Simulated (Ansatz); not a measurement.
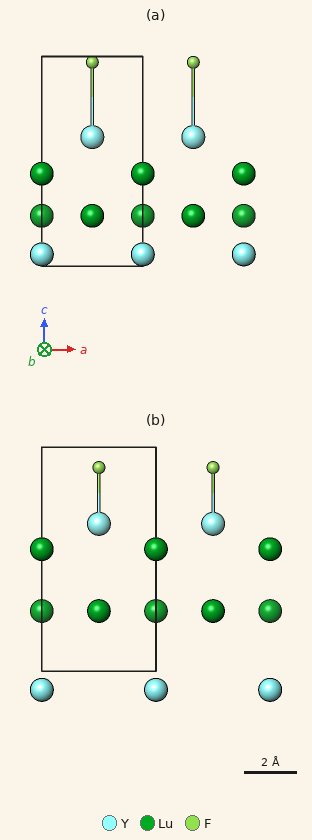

The structure of a crystal of Y2Lu3F (a generated structure, set up in P4mm) (coarse preliminary run) before (top) and after (bottom) a relaxation, at one scale.

A ball-and-stick model of the cell of the calculation, repeated 2 × 1 × 1 with one cell outlined, seen along the b axis.

All numbers below come from DFT PBE, scalar-relativistic, plane waves, PAW in Ansatz.

Input
```yaml
crystal:
  lattice:
    - [3.9083702, 0.0, 0.0]
    - [0.0, 3.9083702, 0.0]
    - [0.0, 0.0, 8.1132807]
  atoms:
    - { symbol: "Y", position: [0.0, 0.0, 0.05570537] }
    - { symbol: "Y", position: [0.5, 0.5, 0.61532815] }
    - { symbol: Lu, position: [0.0, 0.0, 0.4406921] }
    - { symbol: Lu, position: [0.5, 0.0, 0.2398011] }
    - { symbol: Lu, position: [0.0, 0.5, 0.2398011] }
    - { symbol: F, position: [0.5, 0.5, 0.9721587] }
basis:
  ecutwfc: 420
kpoints:
  mp_grid: { grid: [4, 4, 2] }
hamiltonian:
  xc: pbe
scf:
  occupations: { method: gaussian, width: 0.1 }
  lower_state_search: "off"
output:
  forces: true
  stress: true
  eigenvalues: true
relax:
  adjacent_minimum: "off"
  f_tol: 0.04
  max_steps: 70
  cell: { stress_tol: 0.4 }
```

Launched with:
```bash
ansatz run input.yaml --threads 1 --pin off --max-ram 2560MiB --backend cpu --events-out ev --progress --plain --runs-dir out
```

**Describe what moved and what it gained.**

The largest move relative to the cell is that of Y1, 1.21 Å along −c. By element the largest moves are Y 1.21 Å, Lu 0.90 Å, F 0.55 Å. Cell: a = b 3.908 → 4.419 Å (+13.1 %), c 8.113 → 8.665 Å (+6.8 %). Volume +36.5 %. Some distances before and after: Y1–Lu3 3.124 → 5.443 Å, Y1–Lu3 (another image) 4.990 → 3.222 Å, Y1–Lu4 2.460 → 3.767 Å, Lu4–F6 2.921 → 3.817 Å. Bonds break, among them: Lu4–F6 (2.92 → 3.82 Å), Lu5–F6 (2.92 → 3.82 Å). The space group stays P4mm (No. 99). The energy falls by 10.630 eV per cell of the calculation in 12 accepted moves (15 points after the start). Largest force component: 9.5 eV/Å at the start, 0.03 eV/Å at the end. Pressure: 32.88 GPa at the start and −0.01 GPa at the end. The line search rejected the trial step at point 7 of the run. The SCF was repeated twice at an unchanged geometry on a basis and grid sized afresh for the cell, which shifted the energy by 0.136 eV per cell of the calculation at most. Cost: 4.7 min on 1 thread of Arm Neoverse V1, on a shared host, peak memory 0.47 GiB.

Limits of the set-up: the k-point mesh is coarse for a cell with partly filled bands; layers or molecules are held without a dispersion correction, so their spacing is unreliable.
